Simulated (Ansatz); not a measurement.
# doublet H3NO+ at 6 levels

We compute a comparison of 6 runs (UHF/STO-3G, UB2PLYP/STO-3G, UB3LYP/STO-3G, UHSE06/STO-3G, UPBE/STO-3G, UCCSDT/STO-3G) of doublet H3NO+. 

The results are computed with Ansatz 0.2.0.

45 further runs of the same task are left out: 2 that didn't finish, 43 set aside as unsound or not needed.

## Step 1: The structure to begin with

The species is H3NO+ (5 atoms), meant as a doublet with charge +1. SMILES of the parent species: `NO`. Geometry: relaxed at PBE0-D4/def2-TZVP. This is one conformer, not always the lowest. That shape belongs to the parent species and isn't relaxed for this state.

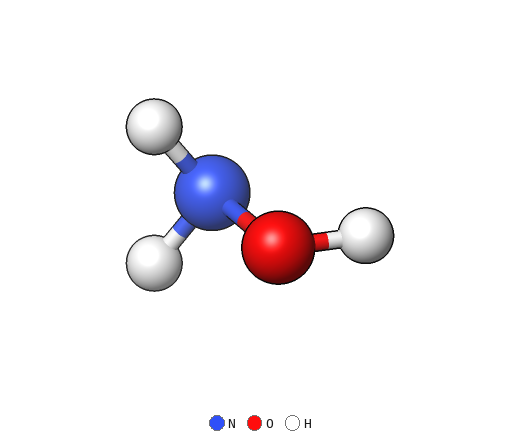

The structure, seen from a chosen angle (nitrogen blue, oxygen red, hydrogen white).

## Step 2: A single-point energy at UHF/STO-3G (run 1)

molecule.yaml reads:

```yaml
crystal:
  periodic: [false, false, false]
  atoms:
    - {symbol: "N", position_ang: [-0.165120, -0.361290, -0.321170]}
    - {symbol: O, position_ang: [0.364460, 0.666040, 0.508060]}
    - {symbol: H, position_ang: [-0.162690, -1.190020, 0.266770]}
    - {symbol: H, position_ang: [-1.141650, -0.109840, -0.446210]}
    - {symbol: H, position_ang: [1.105010, 0.995100, -0.007440]}
basis:
  gaussian: {orbitals: STO-3G}
total_charge: 1
magnetization: {spin_polarized: true, initial_magnetization: 1}
hamiltonian: {xc: hf}
accuracy: high
```

The run is started by

```bash
$ ansatz run molecule.yaml --threads 1 --pin off --max-ram 3480MiB --events-out events.jsonl --progress --plain --runs-dir runs
```

The log of the run:

```text
Warning: RAYON_NUM_THREADS=1 ignored (pool sized by the plan → 1); use --threads N
Functional definition: HF
  name "HF"
  exchange = exact_x
  correlation = 0
209 factors; integrals over basis functions are off by at most 2.3e-8 eV
mean field evaluation 1: about -3507.2642 eV, gradient 1.8e1 eV
mean field evaluation 2: about -3507.3703 eV, gradient 1.8e1 eV
mean field evaluation 4: about -3509.6652 eV, gradient 2.3e0 eV
mean field evaluation 8: about -3509.8042 eV, gradient 1.2e-3 eV
mean field evaluation 16: about -3508.7485 eV, gradient 8.6e0 eV
mean field -3509.80052919 eV, -128.9827904197 hartree, gradient 1.3e-8 eV, S^2 0.760184; 1 other end points of the search recorded, 0 dependent functions left out
reference -3509.80052919 eV, -128.9827904197 hartree; 9, 8 occupied and 4, 5 virtual orbitals, 209 factors
Total energy: -3509.80052919 eV, -128.9827904197 hartree
```

It took 0.1 s on 1 thread of Arm Neoverse V1, shared host.

## Step 3: The energy at UB2PLYP/STO-3G (run 2)

molecule.yaml reads:

```yaml
crystal:
  periodic: [false, false, false]
  atoms:
    - symbol: "N"
      position_ang: [-0.165120, -0.361290, -0.321170]
    - symbol: O
      position_ang: [0.364460, 0.666040, 0.508060]
    - symbol: H
      position_ang: [-0.162690, -1.190020, 0.266770]
    - symbol: H
      position_ang: [-1.141650, -0.109840, -0.446210]
    - symbol: H
      position_ang: [1.105010, 0.995100, -0.007440]
basis:
  gaussian:
    orbitals: STO-3G
magnetization:
  spin_polarized: true
  initial_magnetization: 1
correlation:
  frozen_orbitals: {H: 0, "N": 1, O: 1}
accuracy: high
hamiltonian:
  xc: {name: B2PLYP}
total_charge: 1
```

The run is started by

```bash
$ ansatz run molecule.yaml --threads 1 --pin off --max-ram 3480MiB --events-out events.jsonl --progress --plain --runs-dir runs
```

The log of the run (excerpt; [...] marks lines left out):

```text
Warning: RAYON_NUM_THREADS=1 ignored (pool sized by the plan → 1); use --threads N
Functional definition: B2PLYP
  name "B2PLYP"
[...]
209 factors; integrals over basis functions are off by at most 2.3e-8 eV
[...]
mean field -3521.14073947 eV, -129.3995354607 hartree, gradient 2.8e-8 eV, S^2 0.757227; 2 other end points of the search recorded, 0 dependent functions left out
2 core orbitals not correlated: weight in the atoms' cores, before any rotation towards them, 1.000 or more for the frozen orbitals, at most 0.000 for the correlated occupied ones
reference -3521.14075459 eV, -129.3995360163 hartree; 7, 6 occupied and 4, 5 virtual orbitals, 209 factors
second order -3.27812303 eV of doubles, -0.00000000 eV of singles
Total energy: -3522.02584781 eV, -129.4320625921 hartree
```

Run time: 1.4 s. Hardware: 1 thread of Arm Neoverse V1, shared host; peak memory 0.11 GiB.

Runs 3 to 4 aren't shown in full; the table further down has their settings and results.

## Step 4: A single-point energy at UPBE/STO-3G (run 5)

in.yaml reads:

```yaml
crystal:
  periodic: [false, false, false]
  atoms:
    - {symbol: N, position_ang: [-0.165120, -0.361290, -0.321170]}
    - {symbol: O, position_ang: [0.364460, 0.666040, 0.508060]}
    - {symbol: H, position_ang: [-0.162690, -1.190020, 0.266770]}
    - {symbol: H, position_ang: [-1.141650, -0.109840, -0.446210]}
    - {symbol: H, position_ang: [1.105010, 0.995100, -0.007440]}
basis:
  gaussian: {orbitals: STO-3G}
magnetization: {spin_polarized: true, initial_magnetization: 1}
accuracy: high
hamiltonian: {xc: pbe}
total_charge: 1
```

The run is started by

```bash
$ ansatz run in.yaml --threads 1 --pin off --max-ram 3480MiB --events-out events.jsonl --progress --plain --runs-dir runs
```

The log of the run:

```text
Warning: RAYON_NUM_THREADS=1 ignored (pool sized by the plan → 1); use --threads N
Functional definition: PBE
  name "PBE"
  parameter kappa = 0.804
  parameter beta = 0.06672455060314922
  exchange = pbe_x(kappa = kappa, mu = beta*pi^2/3)
  correlation = pbe_c(beta = beta)
209 factors; integrals over basis functions are off by at most 2.3e-8 eV
mean field evaluation 1: about -3521.2241 eV, gradient 1.6e1 eV
mean field evaluation 2: about -3510.9162 eV, gradient 4.2e1 eV
mean field evaluation 4: about -3520.0083 eV, gradient 1.9e1 eV
mean field evaluation 8: about -3522.4521 eV, gradient 1.0e1 eV
mean field evaluation 16: about -3523.1160 eV, gradient 8.0e-4 eV
mean field evaluation 32: about -3523.1128 eV, gradient 8.8e-7 eV
mean field -3523.11595235 eV, -129.4721231952 hartree, gradient 3.5e-8 eV, S^2 0.751799; 3 other end points of the search recorded, 0 dependent functions left out
reference -3523.11595404 eV, -129.4721232573 hartree; 9, 8 occupied and 4, 5 virtual orbitals, 209 factors
Total energy: -3523.11595404 eV, -129.4721232573 hartree
```

Run time: 2.3 s. Hardware: 1 thread of Arm Neoverse V1, shared host; peak memory 0.11 GiB.

## Step 5: The energy at UCCSDT/STO-3G (run 6)

job.yaml reads:

```yaml
basis:
  gaussian:
    orbitals: STO-3G
crystal:
  periodic: [false, false, false]
  atoms:
    - {symbol: "N", position_ang: [-0.165120, -0.361290, -0.321170]}
    - {symbol: O, position_ang: [0.364460, 0.666040, 0.508060]}
    - {symbol: H, position_ang: [-0.162690, -1.190020, 0.266770]}
    - {symbol: H, position_ang: [-1.141650, -0.109840, -0.446210]}
    - {symbol: H, position_ang: [1.105010, 0.995100, -0.007440]}
total_charge: 1
magnetization:
  spin_polarized: true
  initial_magnetization: 1
correlation:
  method: ccsdt
  frozen_orbitals: {H: 0, "N": 1, O: 1}
accuracy: high
scf:
  omitted_lower_state_checks: [cluster_reference, increment]
```

The run is started by

```bash
$ ansatz run job.yaml --threads 1 --pin off --max-ram 3480MiB --events-out events.jsonl --progress --plain --runs-dir runs
```

The log of the run:

```text
Warning: RAYON_NUM_THREADS=1 ignored (pool sized by the plan → 1); use --threads N
[... 12 lines left out ...]
2 core orbitals not correlated: weight in the atoms' cores, before any rotation towards them, 1.000 or more for the frozen orbitals, at most 0.000 for the correlated occupied ones
[... 38 lines left out ...]
Total energy: -3513.00124208 eV, -129.1004144488 hartree
Checks for a lower state left out: cluster_reference, increment
```

It took 0.62 s on 1 thread of Arm Neoverse V1, shared host.

## Step 6: Overview of the runs

| run | level | frozen core orbitals | energy (Eh) | ⟨S²⟩ | wall time |
| --- | --- | --- | --- | --- | --- |
| 1 | UHF/STO-3G | – | -128.982790 | 0.760 | 0.1 s |
| 2 | UB2PLYP/STO-3G | 2 | -129.432063 | 0.757 | 1.4 s |
| 3 | UB3LYP/STO-3G | – | -129.605700 | 0.753 | 1.9 s |
| 4 | UHSE06/STO-3G | – | -129.484062 | 0.754 | 2 s |
| 5 | UPBE/STO-3G | – | -129.472123 | 0.752 | 2.3 s |
| 6 | UCCSDT/STO-3G | 2 | -129.100414 | 0.760 | 0.62 s |

## Step 7: Results

| quantity | value |
| --- | --- |
| run 6: total energy | -129.10041 Eh |
| run 6: correlation energy (2 core orbitals frozen) | -117.6 mEh |
| run 6: ⟨S²⟩ of the reference determinant | 0.760 |
| run 6: T1 diagnostic | 0.024 |

What this shows: Totals of different functionals can't be ranked against each other. In runs 1, 2, 3, 4, 5, 6 the basis is minimal, so the values are rough. All runs together took 8.4 s, the longest 2.3 s.
